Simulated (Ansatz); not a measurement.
Ge4I

```
Ge I
1.0
     5.65122    0.00000    0.00000
    -2.82561    4.89410    0.00000
     0.00000    0.00000   17.11942
Ge I
12 3
Cartesian
  2.8256 3.2627 2.8533
  2.8256 0.0000 8.5597
  0.0000 1.6313 14.2661
  1.4128 0.8157 2.8533
  -1.4128 2.4470 8.5597
  1.4128 4.0784 14.2661
  4.2384 0.8157 2.8533
  1.4128 2.4470 8.5597
  -1.4128 4.0784 14.2661
  0.0000 3.2627 2.8533
  0.0000 0.0000 8.5597
  2.8256 1.6313 14.2661
  0.0000 0.0000 0.0000
  2.8256 1.6313 5.7064
  0.0000 3.2627 11.4130
```

Space group R-3m; a structure generated by program, which may or may not match a known phase; computed without spin polarisation.

The calculation used DFT PBE, scalar-relativistic, plane waves, PAW in Ansatz 0.2.0.

> What will maps of the valence pseudo-density and electron localisation function show?

Ge–I (3.29 Å): the density is about 0.17 e/Å³ at the midpoint; the ELF is about 0.30 at the midpoint.

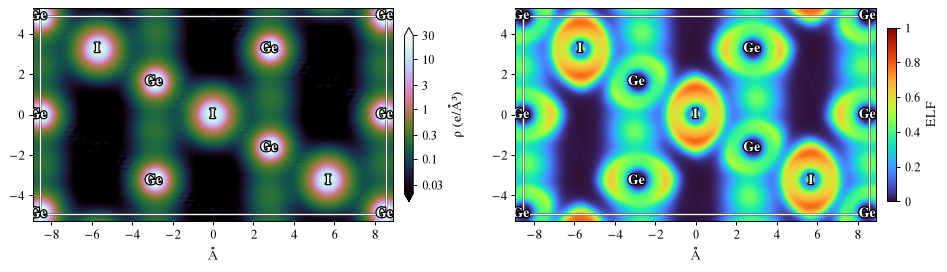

Computed valence pseudo-density and electron localisation function on the (110) plane of the conventional cell, in this order. 

Core electrons are frozen (PAW), and the valence fields are smoothed inside the atomic spheres.
